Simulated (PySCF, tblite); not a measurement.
# C₂H₈ClSi₂ radical: geometry, infrared bands and EPR parameters

Wanted: the infrared bands and EPR parameters of C₂H₈ClSi₂ radical (`[SiH2][C@@H](Cl)C[SiH3]`), by calculation.

Computed with tblite 0.8.0 and PySCF 2.14.0, with density-fitted response routines of our own, on a single molecule in the gas phase. Atoms count from 0, in the outputs and in this text.

## 1. The molecule as given

13 atoms, charge 0, multiplicity 2; geometry from: force field or distance geometry start.

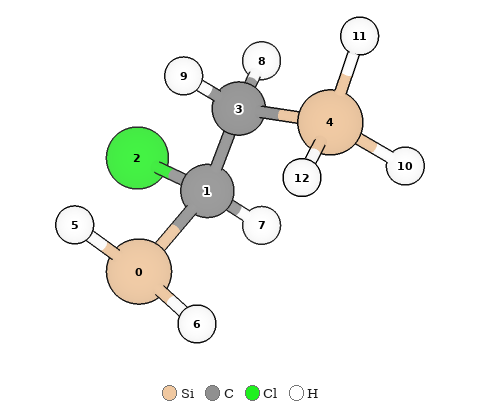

The starting geometry (silicon light orange, carbon grey, chlorine green, hydrogen white), atoms numbered; sticks join atoms by distance.

## 2. Relaxing the molecule with GFN2-xTB

Job settings and geometry (Å):

```
{"job": {"kind": "relax", "xc": "GFN2-xTB", "basis": "xTB"}, "charge": 0, "multiplicity": 2}
Si     1.929100     0.964800     0.565100
C      1.073500    -0.496900    -0.246300
Cl     2.134100    -1.920900     0.170700
C     -0.362900    -0.819200     0.177800
Si    -1.703000     0.301100    -0.474300
H      1.616600     1.007100     2.019300
H      1.417300     2.231800    -0.041200
H      1.147700    -0.392400    -1.321000
H     -0.614700    -1.836400    -0.167400
H     -0.449600    -0.856400     1.284700
H     -1.606200     0.362400    -1.963100
H     -3.043500    -0.217000    -0.098900
H     -1.542900     1.672300     0.077000
```

Run with:

```bash
$ OMP_NUM_THREADS=1 python probes_run.py task.json out
```

This one command runs all jobs of the session in turn.

Log:

```text
step      E/eV     max force
  0    -443.41926    1.400
  1    -443.48467    0.806
  2    -443.50667    0.391
  3    -443.51473    0.294
  4    -443.52545    0.291
  5    -443.53297    0.219
  6    -443.53749    0.208
  7    -443.53927    0.109
  8    -443.54004    0.064
  9    -443.54050    0.050
 10    -443.54089    0.046
 11    -443.54124    0.048
 12    -443.54168    0.064
 13    -443.54224    0.071
 14    -443.54282    0.069
 15    -443.54323    0.046
 16    -443.54349    0.043
 17    -443.54375    0.045
 18    -443.54407    0.057
 19    -443.54442    0.057
 20    -443.54471    0.042
 21    -443.54497    0.043
 22    -443.54526    0.050
 23    -443.54561    0.060
 24    -443.54596    0.059
 25    -443.54623    0.040
 26    -443.54645    0.050
 27    -443.54669    0.050
 28    -443.54698    0.073
 29    -443.54731    0.076
 30    -443.54755    0.050
 31    -443.54769    0.026
 32    -443.54776    0.024
 33    -443.54783    0.031
 34    -443.54792    0.039
 35    -443.54804    0.046
 36    -443.54817    0.044
 37    -443.54829    0.034
 38    -443.54837    0.028
 39    -443.54846    0.032
 40    -443.54856    0.039
 41    -443.54867    0.040
 42    -443.54876    0.029
 43    -443.54882    0.018
 44    -443.54888    0.021
 45    -443.54895    0.025
 46    -443.54903    0.029
 47    -443.54910    0.024
 48    -443.54915    0.018
 49    -443.54918    0.014
 50    -443.54922    0.018
 51    -443.54929    0.026
 52    -443.54940    0.033
 53    -443.54951    0.030
 54    -443.54960    0.030
 55    -443.54965    0.027
 56    -443.54970    0.022
 57    -443.54977    0.025
 58    -443.54986    0.025
 59    -443.54992    0.021
 60    -443.54996    0.015
 61    -443.54999    0.016
 62    -443.55003    0.017
 63    -443.55007    0.015
 64    -443.55009    0.010
 65    -443.55011    0.012
 66    -443.55013    0.016
 67    -443.55017    0.021
 68    -443.55022    0.021
 69    -443.55027    0.016
 70    -443.55029    0.017
 71    -443.55032    0.018
 72    -443.55037    0.022
 73    -443.55046    0.032
 74    -443.55059    0.036
 75    -443.55069    0.020
 76    -443.55075    0.017
 77    -443.55078    0.015
 78    -443.55082    0.019
 79    -443.55088    0.024
 80    -443.55094    0.019
 81    -443.55097    0.012
 82    -443.55100    0.011
 83    -443.55102    0.011
 84    -443.55104    0.011
 85    -443.55105    0.008
```

It took 0.45 s on 1 thread of Arm Neoverse V2, shared host.

Relaxation path: (not every step is listed)

| step | energy from step 0 (eV) | largest force (eV/Å) |
| --- | --- | --- |
| 0 | 0.0000 | 1.3997 |
| 1 | -0.0654 | 0.8062 |
| 2 | -0.0874 | 0.3908 |
| 3 | -0.0955 | 0.2941 |
| 4 | -0.1062 | 0.2909 |
| 5 | -0.1137 | 0.2188 |
| 6 | -0.1182 | 0.2084 |
| 7 | -0.1200 | 0.1087 |
| 8 | -0.1208 | 0.0644 |
| 15 | -0.1240 | 0.0461 |
| 22 | -0.1260 | 0.0498 |
| 29 | -0.1280 | 0.0763 |
| 36 | -0.1289 | 0.0441 |
| 43 | -0.1296 | 0.0179 |
| 50 | -0.1300 | 0.0177 |
| 57 | -0.1305 | 0.0253 |
| 64 | -0.1308 | 0.0105 |
| 71 | -0.1311 | 0.0177 |
| 78 | -0.1316 | 0.0187 |
| 80 | -0.1317 | 0.0193 |
| 81 | -0.1317 | 0.0124 |
| 82 | -0.1317 | 0.0112 |
| 83 | -0.1318 | 0.0108 |
| 84 | -0.1318 | 0.0112 |
| 85 | -0.1318 | 0.0079 |

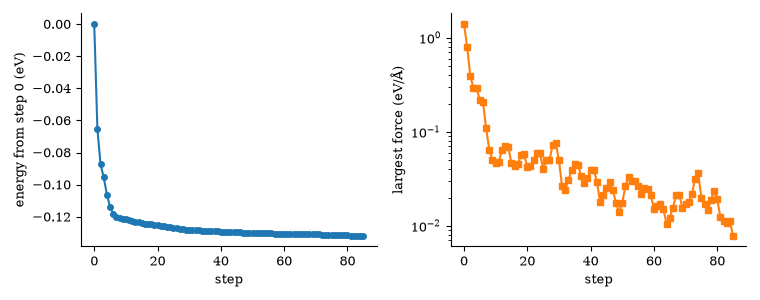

Energy and largest force along the relaxation.

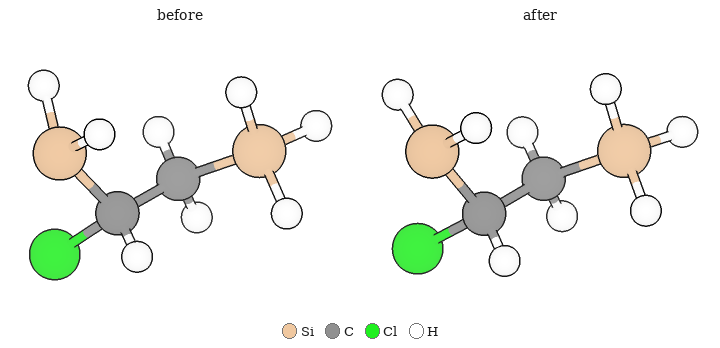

Before and after, at one scale.

Close pairs (by a distance rule), those that changed most:

| bond | before (Å) | after (Å) | change (Å) |
| --- | --- | --- | --- |
| C3–Si4 | 1.864 | 1.904 | +0.039 |
| Si0–H6 | 1.495 | 1.458 | -0.037 |
| Si0–H5 | 1.488 | 1.455 | -0.033 |
| Si4–H10 | 1.493 | 1.464 | -0.029 |
| Si0–C1 | 1.878 | 1.907 | +0.029 |
| Si4–H11 | 1.485 | 1.462 | -0.023 |
| Si4–H12 | 1.487 | 1.464 | -0.023 |
| C3–H9 | 1.111 | 1.092 | -0.019 |

The next job starts from the end point, and lists it.

## 3. Infrared spectrum with GFN2-xTB

Job settings and geometry (Å):

```
{"job": {"kind": "ir", "xc": "GFN2-xTB", "basis": "xTB"}, "charge": 0, "multiplicity": 2}
Si     1.810523     1.041934     0.505837
C      1.045417    -0.533749    -0.247048
Cl     2.133990    -1.889439     0.284294
C     -0.372041    -0.845031     0.192198
Si    -1.680922     0.351819    -0.499234
H      1.876200     0.938676     1.956104
H      1.171955     2.247773    -0.008528
H      1.106549    -0.546403    -1.336953
H     -0.628715    -1.857497    -0.134351
H     -0.419566    -0.854221     1.283523
H     -1.485100     0.505529    -1.941629
H     -3.001387    -0.214746    -0.227003
H     -1.561292     1.655841     0.155063
```

Log:

```text
mode    cm-1     km/mol
  1      57.0      0.51
  2      92.6      0.75
  3     129.4      1.41
  4     164.8      0.63
  5     204.1      2.04
  6     266.6      1.06
  7     294.5      1.40
  8     491.4     26.83
  9     514.6     21.74
 10     539.4     15.05
 11     549.3    103.99
 12     659.0     30.87
 13     699.4     66.17
 14     719.3    150.01
 15     765.4     34.05
 16     778.3    154.03
 17     791.4    269.41
 18     795.8    359.23
 19     823.8     54.02
 20    1061.8     45.24
 21    1091.2     19.74
 22    1168.3      3.39
 23    1245.2     20.50
 24    1285.2     21.12
 25    1485.7      2.04
 26    2263.2    279.85
 27    2267.4    190.29
 28    2278.4    272.13
 29    2295.4    293.41
 30    2329.6    368.78
 31    2933.9     14.23
 32    2941.0     31.88
 33    2968.8     17.77
```

Run time: 0.36 s. Hardware: 1 thread of Arm Neoverse V2, shared host.

The strongest bands and the atoms that carry them (share of the mass-weighted mode):

| cm⁻¹ | km/mol | atoms |
| --- | --- | --- |
| 778 | 154.0 | H10 42 %, H11 21 %, H12 15 % |
| 791 | 269.4 | H12 34 %, H10 20 %, Si4 16 %, H11 13 % |
| 796 | 359.2 | H12 45 %, H11 37 % |
| 2263 | 279.9 | H12 89 % |
| 2267 | 190.3 | H10 93 % |
| 2278 | 272.1 | H11 93 % |
| 2295 | 293.4 | H6 84 % |
| 2330 | 368.8 | H5 88 % |

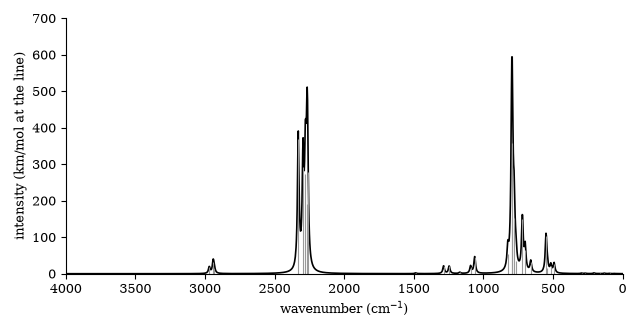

The infrared spectrum from these modes, unscaled. Lines are broadened to a width of 14 cm⁻¹ (Lorentzian).

## 4. g tensor and hyperfine couplings: B3LYP/pcH-1

The job, as its differences from that of step 3:

```diff
@@ -1,2 +1,2 @@
-{"job": {"kind": "ir", "xc": "GFN2-xTB", "basis": "xTB"}, "charge": 0, "multiplicity": 2}
+{"job": {"kind": "epr", "basis": "pcH-1"}, "charge": 0, "multiplicity": 2}
 Si     1.810523     1.041934     0.505837
```

Method: UKS B3LYP, pcH-1 on C Cl H Si, non-relativistic, mean-field spin-orbit, GIAO.

Log:

```text
UKS, coarse grid
  cycle   1  E = -1120.15632244  |g| = 2.80e-01
  cycle   2  E = -1120.15335706  |g| = 2.66e-01
  cycle   3  E = -1120.18627858  |g| = 5.37e-02
  cycle   4  E = -1120.18752415  |g| = 1.62e-02
  cycle   5  E = -1120.18763755  |g| = 5.87e-03
  cycle   6  E = -1120.18765282  |g| = 2.28e-03
  cycle   7  E = -1120.18765365  |g| = 5.73e-04
UKS, final grid
  cycle   1  E = -1120.18766145  |g| = 7.74e-04
  cycle   2  E = -1120.18766103  |g| = 1.20e-03
  cycle   3  E = -1120.18766176  |g| = 1.08e-04
  cycle   4  E = -1120.18766176  |g| = 1.76e-05
E = -1120.18766176 Eh   <S^2> = 0.7515 (exact 0.7500)
g shifts (ppm)      1          2          3
  rmc          -133       -133       -133
  gc             47         39         64
  oz_so        -984        369       1903
  total       -1069        275       1835
hyperfine (MHz)  atom isotope    a_iso     a_fc   dipolar eigenvalues
    0  29Si    -482.14    -483.25   -180.42     89.68     90.75
    1   13C       5.94       5.96     -2.53     -2.14      4.67
    2  35Cl       4.77       4.76     -2.07     -1.64      3.71
    3   13C      29.64      29.66     -1.95     -1.93      3.88
    4  29Si      -7.13      -7.13     -0.70      0.17      0.54
    5    1H      28.97      28.95    -10.31      1.38      8.94
    6    1H      36.20      36.18    -10.39      1.47      8.92
    7    1H       3.19       3.20     -3.77     -2.47      6.24
    8    1H      19.32      19.32     -1.66     -0.72      2.38
    9    1H       0.38       0.38     -2.68     -0.96      3.64
   10    1H       0.02       0.02     -0.85     -0.80      1.65
   11    1H       0.58       0.58     -0.62     -0.44      1.06
   12    1H       1.91       1.91     -1.75     -1.21      2.96
```

Run time: 44 s. Hardware: 1 thread of Arm Neoverse V2, shared host; peak memory 0.88 GiB.

Principal g values 2.00125, 2.00259, 2.00415; g(iso) = 2.00267, against 2.00232 for a free electron.

Mean a(iso) over the nuclei that a row names, and the largest dipolar term of the row (other rows stand at the frozen geometry):

| nuclei | isotope | a(iso) (MHz) | a(iso) (G, at g = 2.0023) | largest dipolar term (MHz) |
| --- | --- | --- | --- | --- |
| Si0 | 29Si | -482.1 | -172.0 | -180.4 |
| H5, H6 | 1H | 32.6 | 11.6 | -10.4 |
| C3 | 13C | 29.6 | 10.6 | 3.9 |
| H8 | 1H | 19.3 | 6.9 | 2.4 |
| Si4 | 29Si | -7.1 | -2.5 | -0.7 |
| C1 | 13C | 5.9 | 2.1 | 4.7 |
| Cl2 | 35Cl | 4.8 | 1.7 | 3.7 |
| H7 | 1H | 3.2 | 1.1 | 6.2 |
| H10, H11, H12 | 1H | 0.8 | 0.3 | 3.0 |
| H9 | 1H | 0.4 | 0.1 | 3.6 |

Mulliken spin populations:

Si0 0.99; C1 -0.01; Cl2 0.00; C3 0.01; Si4 0.00; H5 0.00; H6 0.00; H7 0.00; H8 0.01; H9 0.00; H10 0.00; H11 0.00; H12 0.00

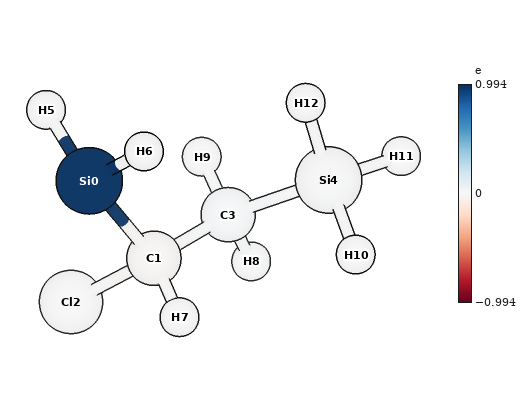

Mulliken spin populations, as colours on the atoms.

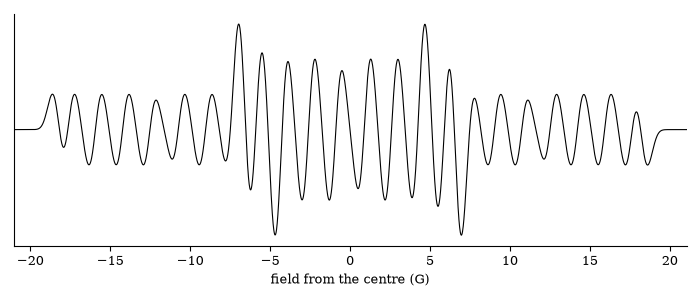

First-order isotropic spectrum (first derivative, main isotopes with spin only, couplings over 0.8 MHz, Gaussian width 0.3 G; couplings of the frozen geometry, rotation of groups not averaged beyond the rows shown).

The fields below are evaluated on a grid from the run's orbitals.

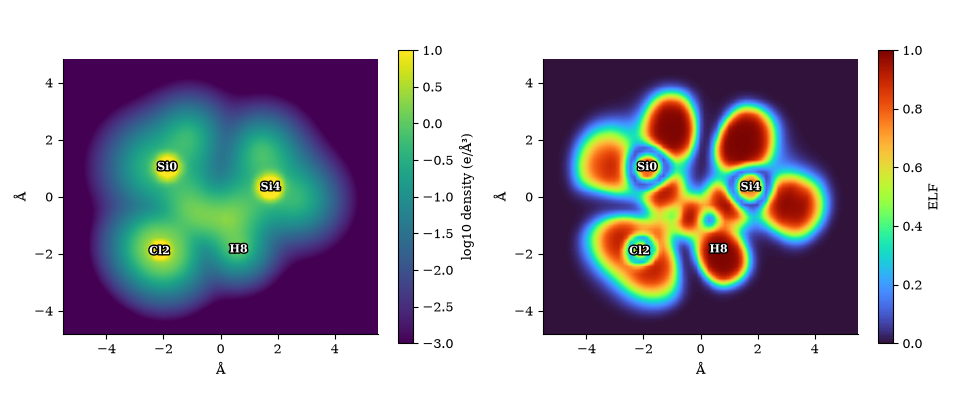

Density (left) and ELF (right) in a plane through or near 4 of the atoms.

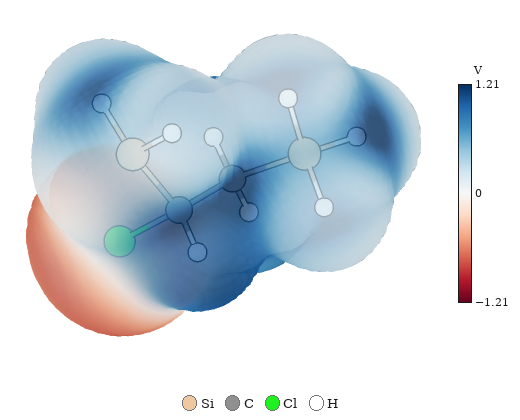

The potential that a unit positive charge feels on the 0.002 e/bohr³ surface, from -0.67 V near Cl2 to 1.21 V near H10.

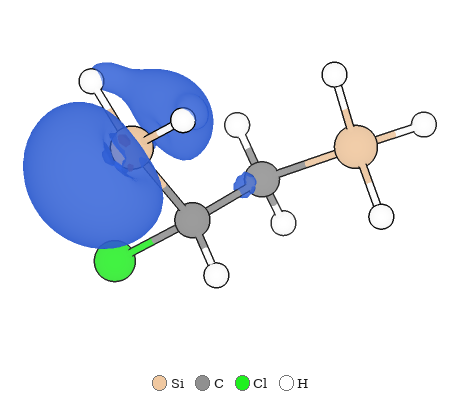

Spin density at ±0.03 e/Å³ (alpha excess blue, beta excess red).

## 5. What came out

```
                                                                  quantity                    value
                                 strongest single infrared mode (GFN2-xTB)    2330 cm⁻¹, 369 km/mol
                                              zero-point energy (GFN2-xTB)            52.8 kcal/mol
                                                            g(iso) (B3LYP)                  2.00267
                                                                      ⟨S²⟩       0.752 (exact 0.75)
                                        largest a(iso) (averaged by class)  29Si on Si0, -482.1 MHz
potential on the surface of density 0.002 e/bohr³, 1st and 99th percentile       -0.67 V and 1.21 V
```

**Reading.** Over 85 steps the energy fell by 0.132 eV; of the close pairs, C3–Si4 changed most, 1.864 to 1.904 Å. All 33 modes are real, so the xTB geometry is a minimum. The strongest single mode, at 2330 cm⁻¹, moves mainly H5. GFN2-xTB is a fitted tight-binding method: band positions and strengths are rough. Its intensities can rank the bands wrongly. Si0 carries the largest spin population, 0.99 e. The isotropic g lies 0.3 ppt above the free-electron value. These values are for one conformer; the search (at its own cheap level) found 2 more, at 0.02, 0.16 kcal/mol (those within 0.05 may be mirror or relabelled copies), and measured spectra average over such forms.
